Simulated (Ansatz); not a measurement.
## Electronic structure of C12H24 (SMILES C=CCCCCCCCCCC) in real space

Input file:

```
crystal:
  periodic: [false, false, false]
  atoms:
    - {symbol: C, position_ang: [-2.458359, -1.030709, -0.662015]}
    - {symbol: C, position_ang: [-2.679572, 0.269695, -0.795799]}
    - {symbol: C, position_ang: [-3.109130, 1.186007, 0.299934]}
    - {symbol: C, position_ang: [-2.242365, 2.431341, 0.491121]}
    - {symbol: C, position_ang: [-0.814697, 2.164235, 0.959481]}
    - {symbol: C, position_ang: [0.168609, 1.820914, -0.150975]}
    - {symbol: C, position_ang: [1.606244, 1.671255, 0.331655]}
    - {symbol: C, position_ang: [1.839731, 0.530257, 1.317394]}
    - {symbol: C, position_ang: [1.476209, -0.855230, 0.796517]}
    - {symbol: C, position_ang: [2.281921, -1.280272, -0.422960]}
    - {symbol: C, position_ang: [2.108529, -2.744254, -0.805793]}
    - {symbol: C, position_ang: [0.697692, -3.106523, -1.239293]}
    - {symbol: H, position_ang: [-2.563807, -1.524830, 0.299370]}
    - {symbol: H, position_ang: [-2.167689, -1.649156, -1.502665]}
    - {symbol: H, position_ang: [-2.561854, 0.724645, -1.778858]}
    - {symbol: H, position_ang: [-3.157986, 0.626921, 1.240746]}
    - {symbol: H, position_ang: [-4.132423, 1.519635, 0.084065]}
    - {symbol: H, position_ang: [-2.219741, 3.007864, -0.441866]}
    - {symbol: H, position_ang: [-2.745169, 3.068140, 1.225609]}
    - {symbol: H, position_ang: [-0.440853, 3.053283, 1.481298]}
    - {symbol: H, position_ang: [-0.832482, 1.363628, 1.708021]}
    - {symbol: H, position_ang: [0.133437, 2.617309, -0.903764]}
    - {symbol: H, position_ang: [-0.150580, 0.908805, -0.662820]}
    - {symbol: H, position_ang: [2.260354, 1.539315, -0.536435]}
    - {symbol: H, position_ang: [1.921810, 2.609461, 0.803597]}
    - {symbol: H, position_ang: [2.897676, 0.532049, 1.605319]}
    - {symbol: H, position_ang: [1.280451, 0.723234, 2.238742]}
    - {symbol: H, position_ang: [0.405318, -0.895946, 0.570282]}
    - {symbol: H, position_ang: [1.642518, -1.583883, 1.599334]}
    - {symbol: H, position_ang: [3.343873, -1.088298, -0.226433]}
    - {symbol: H, position_ang: [2.014959, -0.654152, -1.282537]}
    - {symbol: H, position_ang: [2.805364, -2.983240, -1.616196]}
    - {symbol: H, position_ang: [2.403138, -3.373525, 0.042661]}
    - {symbol: H, position_ang: [0.636496, -4.149526, -1.558808]}
    - {symbol: H, position_ang: [0.374944, -2.481647, -2.077538]}
    - {symbol: H, position_ang: [-0.022555, -2.966792, -0.430398]}
basis:
  gaussian: {orbitals: def2-TZVPP}
hamiltonian: {xc: pbe0, dispersion: d4}
output: {orbitals: {seedname: orbitals}}
```

Run with:

```sh
ansatz run in.yaml --threads 11 --pin off --events-out ev --progress --plain --max-ram 174080MiB --backend cuda --devices 0, --max-vram 75GiB
```

Geometry: PBE0-D4/def2-TZVP.

Computed with RKS PBE0-D4/def2-TZVPP in Ansatz.

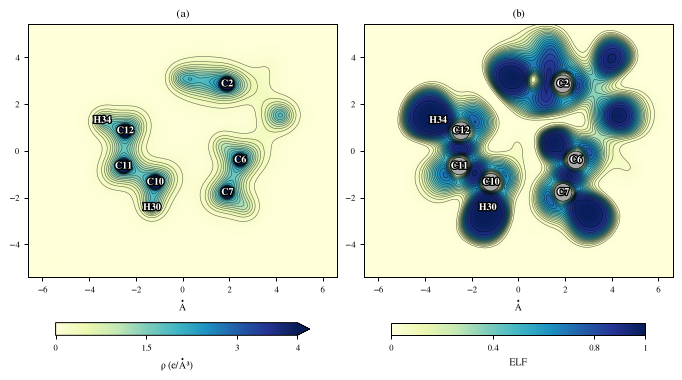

Figure 1. (a) electron density; (b) electron localisation function on the plane of atoms C11, C10 and H30. Grey discs cover the atomic cores in the ELF map.

Describe what can be read from this map.

The plane passes through C and H nuclei.
C–H (1.10 Å): ρ is about 2 e/Å³ halfway; the ELF climbs to about 1 towards the hydrogen, as it does in any bond to H; an ordinary covalent bond to hydrogen.
C–C (1.52 Å): ρ at the midpoint is about 1.7 e/Å³; the ELF peaks at about 0.95 between the atoms: a shared electron pair.

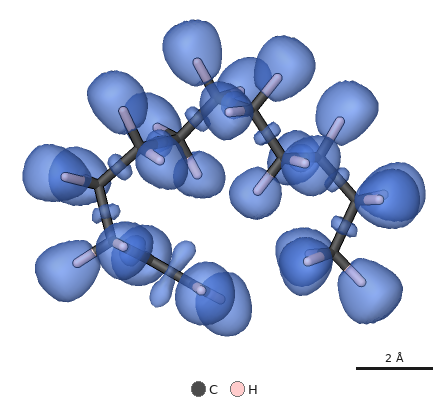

Figure 2. Isosurface of the ELF at 0.85 (blue), seen across its widest extent. Only the valence region is drawn (cores and ρ < 0.01 e/Å³ removed).

Identify the bonds, lone pairs and shells in this picture.

The surface consists of eleven regions between bonded C–C atoms (shared pairs) and 24 regions around hydrogen nuclei. Along the contacts the grid gives the following. C–C (1.33 Å): the ELF peaks at about 0.90 between the atoms: a short, multiple covalent bond. C–H (1.08 Å): the ELF climbs to about 1 towards the hydrogen (an ordinary covalent bond to hydrogen).

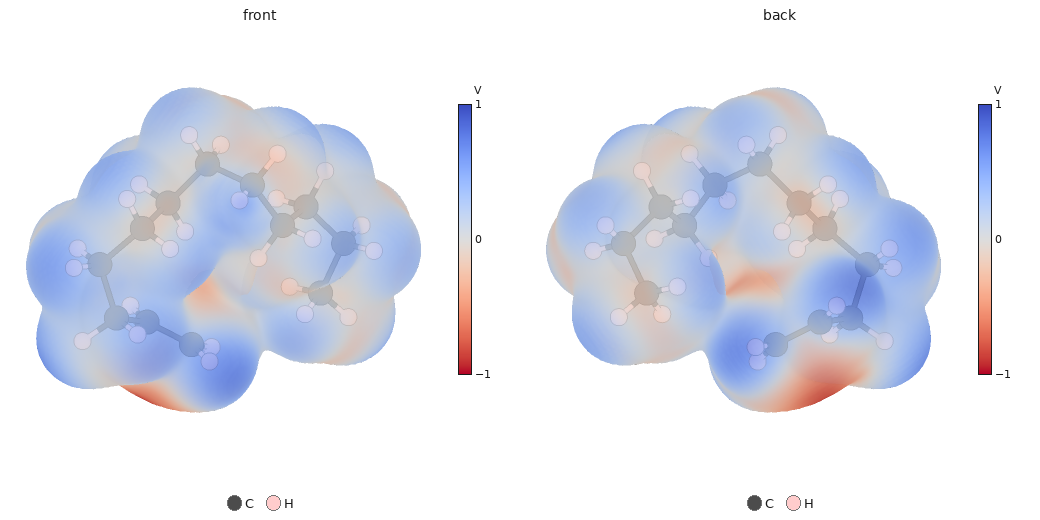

Figure 3. The electrostatic potential painted on the density surface at 0.002 e/bohr³, seen from the front and from behind; the colour scale runs from red (negative) to blue (positive).

Which sites attract a positive test charge, and which a negative one?

A positive charge is drawn to the negative regions and a negative charge to the positive ones. The most negative region (about −0.8 V) lies over the π face of C1 and C2, the most positive (about +0.7 V) over H13, H14 and H15.

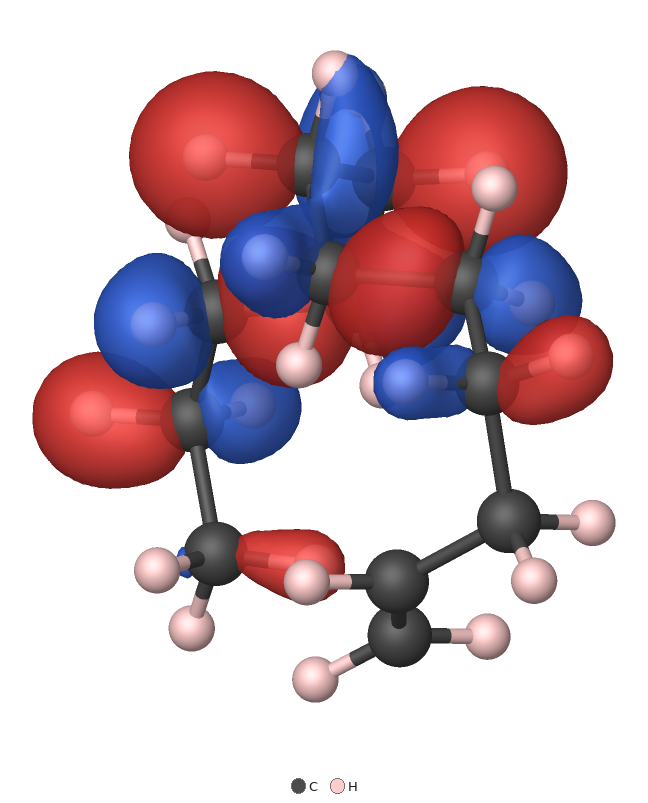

Figure 4. The HOMO−1 at ±0.1 Å⁻³ᐟ² (blue and red are the two phases), seen at an oblique angle.

What is the character of this orbital?

By Hirshfeld shares it lies mainly on C8 (about 10 %), C7 (about 10 %), C10 (about 10 %), C9 (about 10 %), H27 (about 10 %) and H24 (about 5 %). Its energy is −8.36 eV.
